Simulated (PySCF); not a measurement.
**Geometry relaxation of C₅H₁₄BNSi**

- system: C₅H₁₄BNSi, SMILES [SiH3]NB1CCCCC1
- method: PBE0-D3(BJ)/def2-SVP geometry optimisation, gas phase (PySCF 2.14.0)

It belongs to a series of runs on one base structure; here: H on B replaced by NHSiH3.

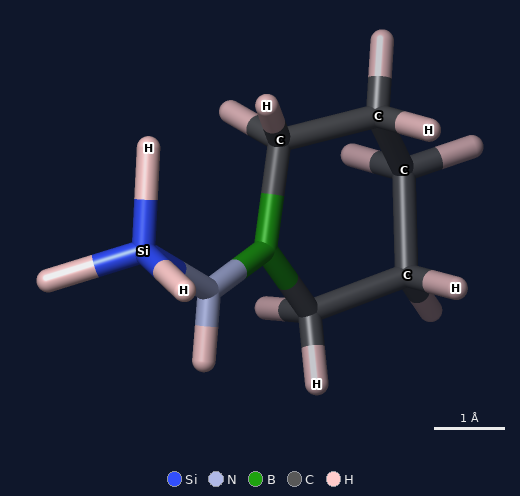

Figure 1. The starting structure (stick view, seen at a tilt).

## Input file
```
{"job": {"xc": "PBE0", "basis": "def2-SVP", "d3": "d3bj", "grid": 1, "shake": 0.01, "kind": "geom"}, "charge": 0, "multiplicity": 1}
Si     3.294870     0.111200     1.094920
N      1.911250    -0.634110     0.312210
B      0.514250    -0.399730     0.277620
C     -0.395310    -1.373170    -0.524130
C     -1.611600    -0.641850    -1.171600
C     -2.305000     0.284190    -0.157130
C     -1.348200     1.369970     0.340270
C     -0.140710     0.788440     1.085500
H      3.942650    -0.882820     1.918740
H      4.173800     0.612610     0.046540
H      2.810370     1.235890     1.937990
H      2.214880    -1.429770    -0.225210
H     -0.861620    -2.099730     0.174570
H      0.074800    -1.949530    -1.284070
H     -1.249360    -0.042310    -1.996380
H     -2.330750    -1.338470    -1.555260
H     -3.175660     0.748840    -0.622970
H     -2.656040    -0.306570     0.702090
H     -1.908750     2.051920     0.991850
H     -1.024040     1.952210    -0.513440
H     -0.534340     0.377470     2.031520
H      0.539440     1.569700     1.337500
```

The first line tells a small driver script what to run in PySCF; the rest is the geometry in Å.

Hardware: 1 CPU thread, shared host.

Launch command:
```bash
OMP_NUM_THREADS=1 python <driver script> task.json out
```

## Log
```
step   0  E = -567.39032407  max force = 0.043980
step   1  E = -567.39860455  max force = 0.005770
step   2  E = -567.39892274  max force = 0.001516
step   3  E = -567.39893129  max force = 0.000559
step   4  E = -567.39893991  max force = 0.000218
optimisation converged
```

## Trajectory as extended XYZ (Å, eV, eV/Å), 5 frames, from step=0 to step=4
```
22
Properties=species:S:1:pos:R:3:forces:R:3 step=0 energy=-15439.47713
Si    3.2949    0.1112    1.0949   -1.4014   0.5171  -0.1419
N     1.9112   -0.6341    0.3122    0.1279   0.2284   0.1863
B     0.5142   -0.3997    0.2776    0.7722   0.1657   0.5236
C    -0.3953   -1.3732   -0.5241   -2.2615   0.5288   0.2115
C    -1.6116   -0.6419   -1.1716    0.6691   0.4276   1.5890
C    -2.3050    0.2842   -0.1571    0.8304  -0.0620  -0.3274
C    -1.3482    1.3700    0.3403   -0.4875  -0.5850   0.4838
C    -0.1407    0.7884    1.0855   -1.1702  -0.7032  -0.5693
H     3.9426   -0.8828    1.9187    0.6236  -0.6066   0.5273
H     4.1738    0.6126    0.0465    0.6528   0.2292  -0.3723
H     2.8104    1.2359    1.9380    0.0909   0.0685   0.0693
H     2.2149   -1.4298   -0.2252   -0.0114  -0.4860  -0.3690
H    -0.8616   -2.0997    0.1746    0.3291   0.0184   0.1175
H     0.0748   -1.9495   -1.2841    0.9336  -0.8179  -0.8575
H    -1.2494   -0.0423   -1.9964    0.1146   0.4261  -0.6624
H    -2.3308   -1.3385   -1.5553   -0.5881  -0.7670  -0.4928
H    -3.1757    0.7488   -0.6230   -0.3595   0.1200  -0.0922
H    -2.6560   -0.3066    0.7021   -0.1435  -0.1040   0.0811
H    -1.9087    2.0519    0.9919   -0.0175   0.2342   0.1067
H    -1.0240    1.9522   -0.5134    0.2616   0.4363  -0.5610
H    -0.5343    0.3775    2.0315    0.1559  -0.1117   0.1492
H     0.5394    1.5697    1.3375    0.8792   0.8432   0.4005
22
Properties=species:S:1:pos:R:3:forces:R:3 step=1 energy=-15439.70246
Si    3.5289   -0.1685    0.9942    0.2398  -0.1367   0.0694
N     2.1813   -0.9709    0.2135    0.0162  -0.0018  -0.0212
B     0.7839   -0.7370    0.2452   -0.2131  -0.0470  -0.1333
C    -0.2074   -1.7028   -0.5426    0.2967  -0.0554  -0.2476
C    -1.4014   -0.9657   -1.1525   -0.1223  -0.0668  -0.2184
C    -2.0705   -0.0299   -0.1543   -0.1365   0.0001   0.0459
C    -1.1128    1.0340    0.3674    0.0005   0.0829  -0.1657
C     0.1063    0.4329    1.0715    0.2935   0.2619   0.1011
H     4.2727   -1.1517    1.8552   -0.0774   0.0948  -0.0429
H     4.5139    0.3327   -0.0184   -0.0782   0.0045   0.0048
H     3.0673    0.9681    1.8347   -0.0620  -0.0087  -0.0165
H     2.4599   -1.7714   -0.3528   -0.0365   0.0355   0.0199
H    -0.5876   -2.4202    0.2054   -0.0459  -0.1049   0.1200
H     0.3059   -2.3230   -1.3115   -0.0881   0.1639   0.2112
H    -1.0618   -0.3664   -2.0220   -0.0287  -0.0680   0.0892
H    -2.1429   -1.6863   -1.5571    0.1410   0.1477   0.0879
H    -2.9494    0.4521   -0.6191    0.0571  -0.0357   0.0248
H    -2.4604   -0.6217    0.6976    0.0157   0.0290  -0.0441
H    -1.6473    1.7264    1.0392    0.0004  -0.0059   0.0110
H    -0.7794    1.6506   -0.4925   -0.0090  -0.0651   0.1084
H    -0.2305   -0.0193    2.0246    0.0046  -0.0423   0.0362
H     0.8191    1.2321    1.3620   -0.1676  -0.1819  -0.0399
22
Properties=species:S:1:pos:R:3:forces:R:3 step=2 energy=-15439.71111
Si    3.5219   -0.1727    0.9935    0.0731  -0.0254   0.0136
N     2.1777   -0.9751    0.2068    0.0552   0.0282   0.0246
B     0.7816   -0.7334    0.2419   -0.0761  -0.0528  -0.0430
C    -0.2001   -1.7029   -0.5420    0.0064  -0.0183  -0.0305
C    -1.3959   -0.9672   -1.1546   -0.0256  -0.0214  -0.0346
C    -2.0672   -0.0298   -0.1564   -0.0002   0.0027   0.0193
C    -1.1094    1.0356    0.3678   -0.0192  -0.0029  -0.0363
C     0.1114    0.4359    1.0745    0.0779   0.0630   0.0330
H     4.2652   -1.1401    1.8612   -0.0157   0.0167   0.0001
H     4.4939    0.3423   -0.0205   -0.0118   0.0083  -0.0031
H     3.0293    0.9576    1.8251   -0.0120  -0.0020   0.0000
H     2.4518   -1.7743   -0.3615   -0.0264   0.0046  -0.0017
H    -0.5789   -2.4233    0.2115   -0.0011   0.0096   0.0038
H     0.3186   -2.3177   -1.3006   -0.0074   0.0364   0.0331
H    -1.0559   -0.3710   -2.0218    0.0044  -0.0057   0.0111
H    -2.1333   -1.6840   -1.5563    0.0105   0.0178   0.0173
H    -2.9438    0.4504   -0.6225    0.0073   0.0011  -0.0049
H    -2.4581   -0.6206    0.6935    0.0036   0.0023  -0.0038
H    -1.6455    1.7263    1.0401   -0.0048  -0.0047   0.0048
H    -0.7722    1.6522   -0.4862    0.0036  -0.0094   0.0125
H    -0.2233   -0.0230    2.0269   -0.0033  -0.0197  -0.0064
H     0.8196    1.2288    1.3677   -0.0383  -0.0286  -0.0089
22
Properties=species:S:1:pos:R:3:forces:R:3 step=3 energy=-15439.71135
Si    3.5313   -0.1729    0.9969   -0.0282   0.0148  -0.0046
N     2.1791   -0.9670    0.2131    0.0132  -0.0213  -0.0104
B     0.7802   -0.7317    0.2417   -0.0089   0.0288   0.0275
C    -0.1995   -1.7016   -0.5426   -0.0051  -0.0088   0.0118
C    -1.3960   -0.9690   -1.1579    0.0101   0.0044   0.0076
C    -2.0691   -0.0321   -0.1605    0.0128   0.0036   0.0037
C    -1.1134    1.0337    0.3657   -0.0081  -0.0064   0.0122
C     0.1078    0.4360    1.0753   -0.0022  -0.0014   0.0019
H     4.2725   -1.1406    1.8633   -0.0001  -0.0064   0.0044
H     4.4978    0.3437   -0.0210    0.0000   0.0010  -0.0012
H     3.0389    0.9565    1.8299   -0.0018   0.0048   0.0052
H     2.4496   -1.7655   -0.3574    0.0039  -0.0163  -0.0125
H    -0.5783   -2.4214    0.2120    0.0071   0.0127  -0.0068
H     0.3227   -2.3140   -1.2977    0.0110  -0.0115  -0.0182
H    -1.0549   -0.3735   -2.0243    0.0031   0.0067  -0.0065
H    -2.1322   -1.6856   -1.5584   -0.0090  -0.0158  -0.0015
H    -2.9445    0.4477   -0.6284   -0.0033   0.0050  -0.0050
H    -2.4608   -0.6230    0.6886   -0.0024  -0.0035   0.0023
H    -1.6527    1.7221    1.0380   -0.0005   0.0006   0.0008
H    -0.7740    1.6515   -0.4855    0.0023   0.0038  -0.0088
H    -0.2283   -0.0283    2.0248   -0.0059  -0.0086  -0.0076
H     0.8112    1.2288    1.3722    0.0121   0.0137   0.0055
22
Properties=species:S:1:pos:R:3:forces:R:3 step=4 energy=-15439.71158
Si    3.5232   -0.1679    0.9993   -0.0104   0.0054  -0.0063
N     2.1803   -0.9717    0.2097   -0.0021  -0.0047   0.0003
B     0.7816   -0.7344    0.2398    0.0063   0.0093   0.0085
C    -0.1988   -1.7033   -0.5448   -0.0029  -0.0001   0.0066
C    -1.3951   -0.9696   -1.1587    0.0073   0.0061   0.0046
C    -2.0661   -0.0319   -0.1604    0.0032   0.0003  -0.0015
C    -1.1094    1.0327    0.3660   -0.0010  -0.0032   0.0087
C     0.1115    0.4335    1.0749   -0.0097  -0.0029  -0.0038
H     4.2654   -1.1298    1.8713    0.0035  -0.0034   0.0036
H     4.4911    0.3542   -0.0145    0.0024   0.0010   0.0017
H     3.0183    0.9592    1.8286    0.0057  -0.0023   0.0007
H     2.4533   -1.7701   -0.3602   -0.0019   0.0019  -0.0005
H    -0.5773   -2.4224    0.2100    0.0021   0.0009  -0.0006
H     0.3229   -2.3158   -1.3005    0.0071  -0.0070  -0.0112
H    -1.0540   -0.3742   -2.0254   -0.0008   0.0028  -0.0042
H    -2.1327   -1.6858   -1.5581   -0.0046  -0.0079  -0.0012
H    -2.9410    0.4494   -0.6280   -0.0012   0.0013  -0.0016
H    -2.4582   -0.6226    0.6887   -0.0028  -0.0020   0.0000
H    -1.6481    1.7210    1.0390    0.0010   0.0005  -0.0005
H    -0.7696    1.6508   -0.4850   -0.0001   0.0021  -0.0049
H    -0.2256   -0.0328    2.0230   -0.0038  -0.0048  -0.0030
H     0.8156    1.2254    1.3729    0.0028   0.0069   0.0044
```

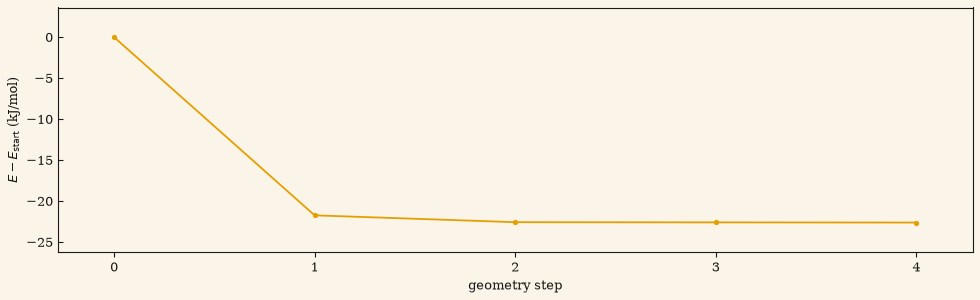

Figure 2. Progress of the relaxation, step by step (steps are counted from 0).

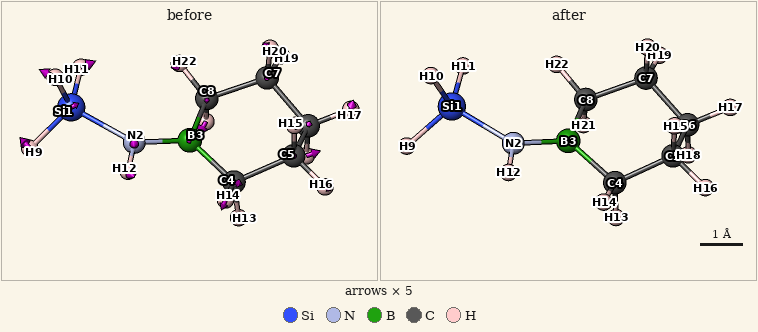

Figure 3. Before (left) and after (right) the relaxation, at one scale (ball-and-stick view, seen at a tilt). The pink arrows give the displacements, magnified 5 times. After 4 geometry steps the energy has fallen by 22.6 kJ/mol. Largest force component: 2.3 eV/Å at the start, 0.011 eV/Å at the end. The largest move after the best rigid fit is that of H10, 0.089 Å. Largest moves by element: H 0.089 Å, N 0.054 Å, C 0.050 Å, Si 0.044 Å, B 0.022 Å. Among the contacts that change: Si1–H9 1.444 → 1.496 Å, C4–H14 1.063 → 1.104 Å, Si1–H10 1.457 → 1.496 Å, B3–C4 1.555 → 1.586 Å. Among the angles that change: H9–Si1–H10 112.1° → 107.4°, C5–C4–H13 103.9° → 108.5°, Si1–N2–H12 109.6° → 114.0°. (Atoms are counted from 1 in the order of the input.)

## Results in brief

```json
{"quantity": "outcome", "value": "converged"}
{"quantity": "total energy", "value": "−567.398940 hartree"}
{"quantity": "dipole moment", "value": "0.80 D"}
{"quantity": "point group", "value": "C1"}
{"quantity": "wall time", "value": "3.1 min"}
{"quantity": "peak memory", "value": "0.79 GiB"}
```
